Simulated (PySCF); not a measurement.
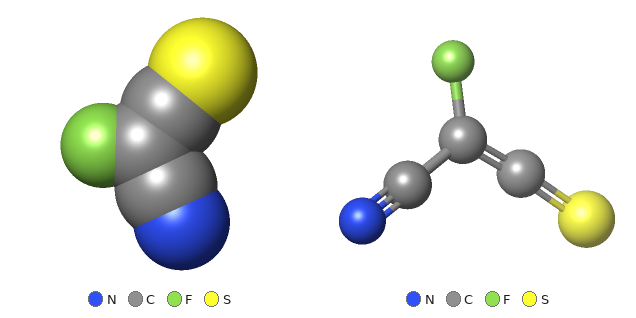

Two views of one molecule.

Computed geometry: GFN2-xTB optimisation. No frequency run is at hand to confirm it as a minimum.

**Which formula does it have?**

C3FNS, 6 atoms: 3 carbon, 1 fluorine, 1 nitrogen and 1 sulfur.

**Which point group does it belong to?**

Cs.

**How many bonds of each kind are drawn?**

2 C–C, 1 C–N, 1 C–F, 1 C–S.

**Write the SMILES.**

N#CC(F)=C=S

More results for the same structure follow; atom numbers are the same in all pictures, views and colours differ.

**Shape**

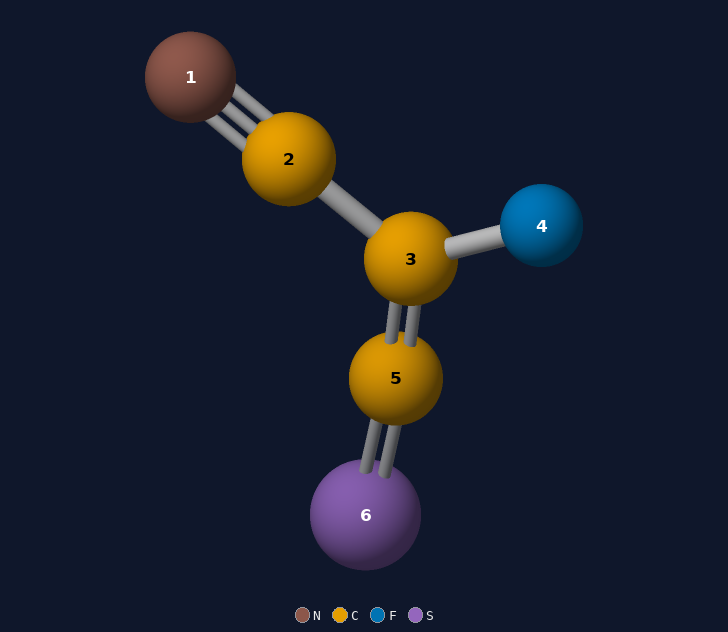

Numbered structure. No frequency run is at hand to confirm it as a minimum.

**How are the neighbours of atom 5 arranged?**

C5 has 2 neighbours (C3 at 1.32, S6 at 1.55 Å); the arrangement is linear.

**Describe the coordination of atom 3.**

C3 has 3 neighbours (C2 at 1.41, F4 at 1.35, C5 at 1.32 Å); the arrangement is trigonal planar.

**How are the neighbours of atom 2 arranged?**

C2 has 2 neighbours (N1 at 1.15, C3 at 1.41 Å); the arrangement is linear.

**Quadrupole coupling**

No frequency run is at hand to confirm it as a minimum. Electric field gradients from the ground-state density, PBE0/pcSseg-1 (PySCF 2.14.0), non-relativistic apart from any core potentials.

Give the largest field-gradient component, the quadrupole coupling constant and the asymmetry for 14N at N1 (Q = 20.44 mb), 33S at S6 (Q = −67.81 mb).

```csv
atom,V_zz (a.u.),e²qQ/h (MHz),η
N1,−0.993,−4.77,0.43
S6,−2.367,37.7,0.35
```

**Dipole moment**

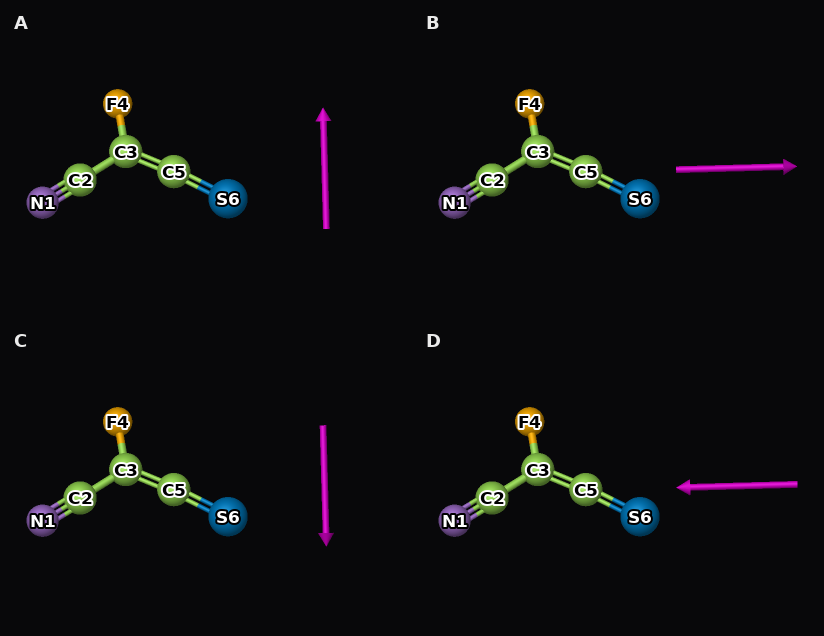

The same molecule four times, each with an arrow. No frequency run is at hand to confirm it as a minimum. Properties computed with PBE0/pcSseg-1, gas phase (PySCF 2.14.0).

**Which arrow points along the dipole moment, from the negative to the positive end?**

B. The dipole moment is 3.48 D; it points from the side of N1 to the side of S6 (the outermost atoms at the two ends).

**Excitation**

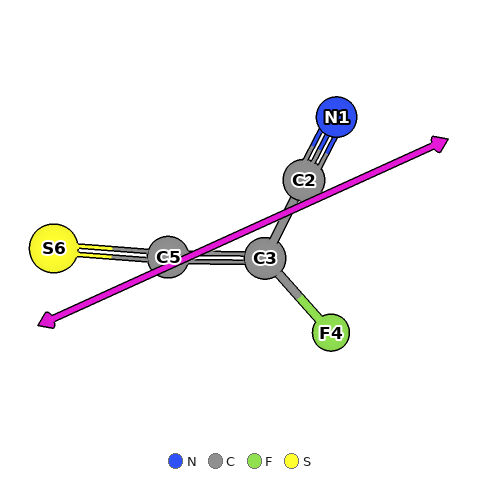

The double arrow shows the direction of the transition dipole to excited singlet state 4 (its length means nothing). No frequency run is at hand to confirm it as a minimum. Level of theory: TDDFT PBE0/def2-SVPD, vertical, gas phase, core orbitals frozen in the response (PySCF 2.14.0).

**How is the transition polarised?**

In the molecular plane, close to the long direction N1···S6.

**Give its energy, strength and character.**

5.75 eV (216 nm), oscillator strength 0.064, mainly HOMO−3 → LUMO (weight 0.76); transition dipole 1.71 D.

**Charges**

The questions are on IAO charges. No frequency run is at hand to confirm it as a minimum. Method: PBE0/pcSseg-1, gas phase (PySCF 2.14.0).

**Which atom carries the highest charge (most positive or least negative)?**

S6 (0.26 e).

**And the lowest?**

F4 (−0.24 e).

List the IAO charges.

```tsv
atom	value (e)
N1	−0.20
C2	0.13
C3	0.16
F4	−0.24
C5	−0.10
S6	0.26
```
